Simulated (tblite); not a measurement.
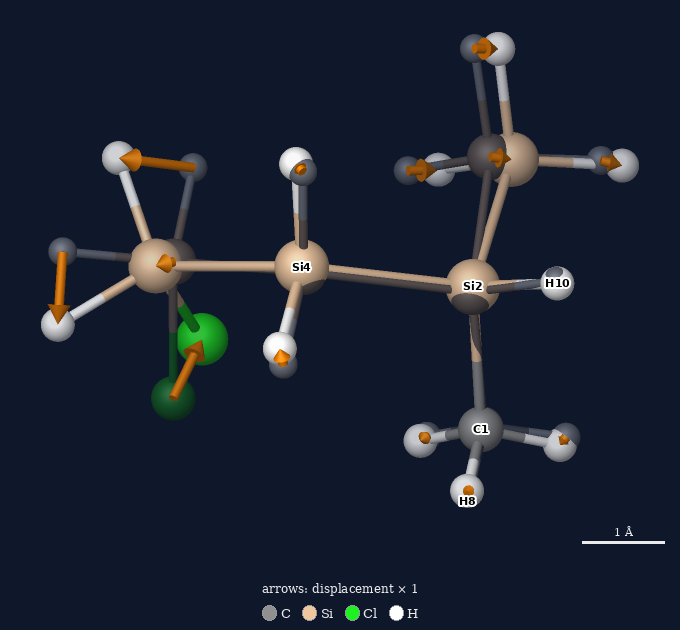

A relaxation of CH₁₁ClSi₄. The starting structure is drawn faded, the final one solid; orange arrows show the displacements, at their true length. The two geometries are superimposed by the best rigid fit.

Style: ball-and-stick. Shown at a tilt.

Theory: tblite 0.8.0, GFN2-xTB geometry optimisation, gas phase. 

### What did the optimiser do to the structure, and how much energy did it gain?

An H atom moves most after the best rigid fit: 1.13 Å. Largest moves by element: H 1.13 Å, Cl 0.91 Å, Si 0.29 Å, C 0.08 Å. Near-neighbour distances that change, for instance: C–Si 1.853 → 1.908 Å, Si–Si 2.298 → 2.341 Å, H–Si 1.491 → 1.465 Å, Si–Si 2.301 → 2.319 Å. Among the angles between lasting bonds that change: Si–Si–Si 107.3° → 114.5°, Si–Si–H 110.9° → 117.5°, Si–Si–Si 109.8° → 115.7°. Groups turn about Si–Si by about 40°. After 128 geometry steps the energy has fallen by 0.202 eV. The run took 1.1 s on 1 thread of Arm Neoverse V2 (shared host).
